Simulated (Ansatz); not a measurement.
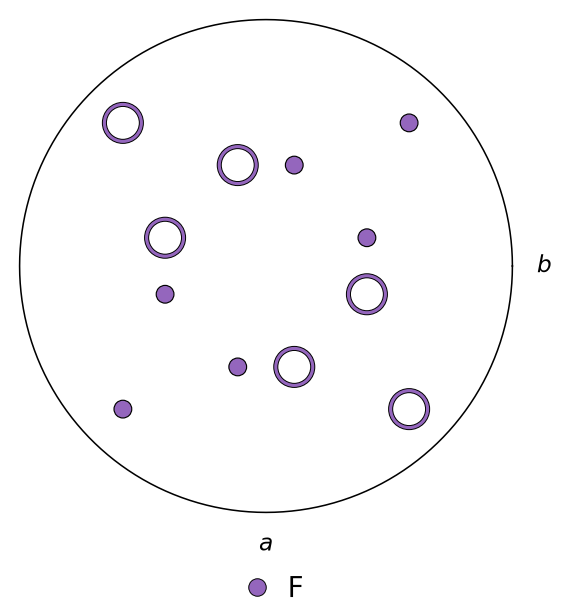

Crystal: Cs3SiF6, coordinates from a relaxation (final pressure about 1.4 GPa) with DFT, PAW plane waves, r2scan (Ansatz); the starting structure was generated, so it need not be a known form of this composition. Directions from one caesium atom at (1/4, 1/4, 3/4) to its bonded neighbours, in stereographic projection down c (filled: above the plane of the page or in it, open: below). All values are computed from the atomic coordinates in the standard setting (tolerance 0.002 Å).

Neighbours are counted up to 3.67 Å for F; other elements are left out.

```cif
data_structure
_symmetry_space_group_name_H-M 'P 1'
_symmetry_Int_Tables_number 1
_cell_length_a 9.4729
_cell_length_b 9.4729
_cell_length_c 9.4729
_cell_angle_alpha 90.000
_cell_angle_beta 90.000
_cell_angle_gamma 90.000
_cell_volume 850.05
loop_
_atom_site_label
_atom_site_type_symbol
_atom_site_fract_x
_atom_site_fract_y
_atom_site_fract_z
_atom_site_occupancy
Cs1 Cs 0.25000 0.25000 0.75000 1
Cs2 Cs 0.25000 0.75000 0.75000 1
Cs3 Cs 0.00000 0.00000 0.00000 1
Si1 Si 0.50000 0.00000 0.00000 1
F1 F 0.68000 0.00000 0.00000 1
F2 F 0.50000 0.18000 0.00000 1
F3 F 0.32000 0.00000 0.00000 1
F4 F 0.50000 0.82000 0.00000 1
F5 F 0.00000 0.00000 0.68000 1
F6 F 0.50000 0.00000 0.82000 1
Cs4 Cs 0.25000 0.75000 0.25000 1
Cs5 Cs 0.25000 0.25000 0.25000 1
Cs6 Cs 0.00000 0.50000 0.50000 1
Si2 Si 0.50000 0.50000 0.50000 1
F7 F 0.68000 0.50000 0.50000 1
F8 F 0.50000 0.68000 0.50000 1
F9 F 0.32000 0.50000 0.50000 1
F10 F 0.50000 0.32000 0.50000 1
F11 F 0.00000 0.50000 0.18000 1
F12 F 0.50000 0.50000 0.32000 1
Cs7 Cs 0.75000 0.25000 0.25000 1
Cs8 Cs 0.75000 0.75000 0.25000 1
Cs9 Cs 0.50000 0.00000 0.50000 1
Si3 Si 0.00000 0.00000 0.50000 1
F13 F 0.18000 0.00000 0.50000 1
F14 F 0.00000 0.18000 0.50000 1
F15 F 0.82000 0.00000 0.50000 1
F16 F 0.00000 0.82000 0.50000 1
F17 F 0.50000 0.00000 0.18000 1
F18 F 0.00000 0.00000 0.32000 1
Cs10 Cs 0.75000 0.75000 0.75000 1
Cs11 Cs 0.75000 0.25000 0.75000 1
Cs12 Cs 0.50000 0.50000 0.00000 1
Si4 Si 0.00000 0.50000 0.00000 1
F19 F 0.18000 0.50000 0.00000 1
F20 F 0.00000 0.68000 0.00000 1
F21 F 0.82000 0.50000 0.00000 1
F22 F 0.00000 0.32000 0.00000 1
F23 F 0.50000 0.50000 0.68000 1
F24 F 0.00000 0.50000 0.82000 1
```

> How many neighbours are there, and at what angles?

12: 12 F at 3.41 Å. Angles between bonds: 41° (12×), 78° (12×), 92° (12×), 119° (24×), 158° (6×).

> What is the site's symmetry in the crystal?

Point group -43m (Td), order 24: three −4 axes, four threefold axes, six mirror planes. In No. 225, Fm-3m this is Wyckoff position 8c.
